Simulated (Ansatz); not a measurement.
**CH4F3NSi (SMILES CN[Si](F)(F)F): revPBE/6-31G(d) (spherical functions)**

What is the vertical ionisation energy of CH4F3NSi at revPBE/6-31G* (spherical functions)? 

The calculation is run with Ansatz 0.2.0.

67 further runs of the same task are left out: 67 set aside as unsound or not needed.

### 1 The system as given

The species is CH4F3NSi (10 atoms), meant as a singlet with charge 0. SMILES: `CN[Si](F)(F)F`. The coordinates come from a PBE0-D4/def2-TZVP relaxation.

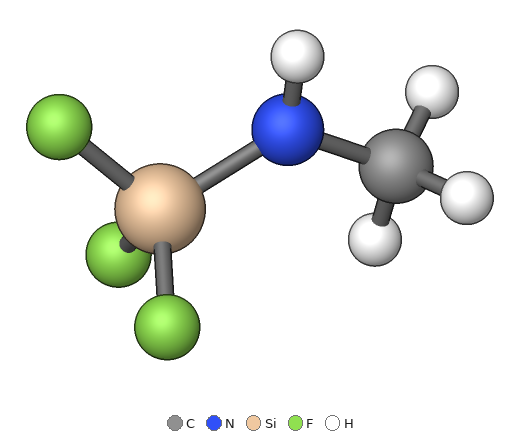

The structure, seen from a chosen angle (carbon grey, nitrogen blue, silicon light orange, fluorine green, hydrogen white).

### 2 The energy at revPBE/6-31G(d) (spherical functions)

job.yaml reads:

```yaml
crystal:
  periodic: [false, false, false]
  atoms:
    - symbol: C
      position_ang: [0.192100, -1.054000, 0.940300]
    - symbol: N
      position_ang: [0.609500, 0.071900, 0.126100]
    - symbol: Si
      position_ang: [-0.361500, 0.924500, -0.931300]
    - symbol: F
      position_ang: [-1.157900, -0.049900, -1.881500]
    - symbol: F
      position_ang: [0.542600, 1.889500, -1.787100]
    - symbol: F
      position_ang: [-1.475500, 1.819700, -0.258100]
    - symbol: H
      position_ang: [0.924800, -1.863500, 0.893300]
    - symbol: H
      position_ang: [-0.751400, -1.452800, 0.563600]
    - symbol: H
      position_ang: [0.041900, -0.779100, 1.989000]
    - symbol: H
      position_ang: [1.518500, 0.442600, 0.348500]
basis:
  gaussian:
    orbitals: 6-31G_st_-spherical.json
hamiltonian:
  xc: {name: revPBE}
accuracy: high
output:
  orbitals: {seedname: orbitals}
```

The basis set 6-31G* is read from a file made from the Basis Set Exchange's data (not shown).

Started as:

```sh
$ ansatz run job.yaml --threads 1 --pin off --max-ram 2610MiB --events-out events.jsonl --progress --plain --runs-dir runs
```

The log of the run:

```text
Warning: RAYON_NUM_THREADS=1 ignored (pool sized by the plan → 1); use --threads N
Functional definition: revPBE
  name "revPBE"
  parameter kappa = 1.245
  parameter beta = 0.06672455060314922
  exchange = pbe_x(kappa = kappa, mu = beta*pi^2/3)
  correlation = pbe_c(beta = beta)
2214 factors; integrals over basis functions are off by at most 6.9e-9 eV
mean field evaluation 1: about -18609.9737 eV, gradient 7.3e1 eV
mean field evaluation 2: about -18592.7716 eV, gradient 1.2e2 eV
mean field evaluation 4: about -18619.6675 eV, gradient 6.2e0 eV
mean field evaluation 8: about -18619.7186 eV, gradient 3.0e-1 eV
mean field evaluation 16: about -18619.7188 eV, gradient 7.6e-5 eV
mean field -18619.71883654 eV, -684.2620463442 hartree, gradient 3.8e-8 eV, S^2 0.000000; 0 other end points of the search recorded, 0 dependent functions left out
reference -18619.71884094 eV, -684.2620465059 hartree; 29, 29 occupied and 67, 67 virtual orbitals, 2214 factors
Total energy: -18619.71884094 eV, -684.2620465059 hartree
```

Run time: 9.6 s. Hardware: 1 thread of Arm Neoverse V1, shared host; peak memory 0.27 GiB.

### 3 The doublet cation at the same level

molecule.yaml reads:

```yaml
crystal:
  periodic: [false, false, false]
  atoms:
    - {symbol: C, position_ang: [0.192100, -1.054000, 0.940300]}
    - {symbol: N, position_ang: [0.609500, 0.071900, 0.126100]}
    - {symbol: Si, position_ang: [-0.361500, 0.924500, -0.931300]}
    - {symbol: F, position_ang: [-1.157900, -0.049900, -1.881500]}
    - {symbol: F, position_ang: [0.542600, 1.889500, -1.787100]}
    - {symbol: F, position_ang: [-1.475500, 1.819700, -0.258100]}
    - {symbol: H, position_ang: [0.924800, -1.863500, 0.893300]}
    - {symbol: H, position_ang: [-0.751400, -1.452800, 0.563600]}
    - {symbol: H, position_ang: [0.041900, -0.779100, 1.989000]}
    - {symbol: H, position_ang: [1.518500, 0.442600, 0.348500]}
basis:
  gaussian:
    orbitals: 6-31G_st_-spherical.json
total_charge: 1
magnetization:
  spin_polarized: true
  initial_magnetization: 1
hamiltonian:
  xc: {name: revPBE}
accuracy: high
output: {orbitals: {seedname: orbitals}}
```

The basis set 6-31G* is read from a file made from the Basis Set Exchange's data (not shown).

Started as:

```sh
$ ansatz run molecule.yaml --threads 1 --pin off --max-ram 2610MiB --events-out events.jsonl --progress --plain --runs-dir runs
```

The log of the run:

```text
Warning: RAYON_NUM_THREADS=1 ignored (pool sized by the plan → 1); use --threads N
[... 6 set-up lines as earlier in the session ...]
2214 factors; integrals over basis functions are off by at most 6.9e-9 eV
mean field evaluation 1: about -18596.2274 eV, gradient 6.5e1 eV
mean field evaluation 2: about -18561.4487 eV, gradient 1.2e2 eV
mean field evaluation 4: about -18609.8941 eV, gradient 5.3e0 eV
mean field evaluation 8: about -18610.0497 eV, gradient 3.3e-1 eV
mean field evaluation 16: about -18610.0501 eV, gradient 1.1e-4 eV
mean field evaluation 32: about -18608.9415 eV, gradient 5.9e0 eV
mean field -18610.05007047 eV, -683.9067257447 hartree, gradient 3.7e-8 eV, S^2 0.752499; 3 other end points of the search recorded, 0 dependent functions left out
reference -18610.05007499 eV, -683.9067259109 hartree; 29, 28 occupied and 67, 68 virtual orbitals, 2214 factors
Total energy: -18610.05007499 eV, -683.9067259109 hartree
```

It took 18 s on 1 thread of Arm Neoverse V1, shared host; peak memory 0.34 GiB.

### 4 Results

At revPBE/6-31G* (spherical functions):

| quantity | value |
| --- | --- |
| singlet CH4F3NSi: total energy | -684.26205 Eh |
| singlet CH4F3NSi: HOMO energy | -5.90 eV |
| singlet CH4F3NSi: LUMO energy | 0.62 eV |
| singlet CH4F3NSi: HOMO–LUMO gap | 6.52 eV |
| doublet cation: total energy | -683.90673 Eh |
| doublet cation: HOMO energy (highest over α and β) | -14.62 eV |
| doublet cation: LUMO energy (lowest over α and β) | -13.29 eV |
| doublet cation: ⟨S²⟩ | 0.752 |
| vertical ionisation energy (to the doublet cation) | 9.669 eV |

Removing an electron at fixed nuclei costs 9.67 eV (223 kcal/mol). The negative HOMO energy of the first species, 5.90 eV, lies 3.77 eV below that difference.
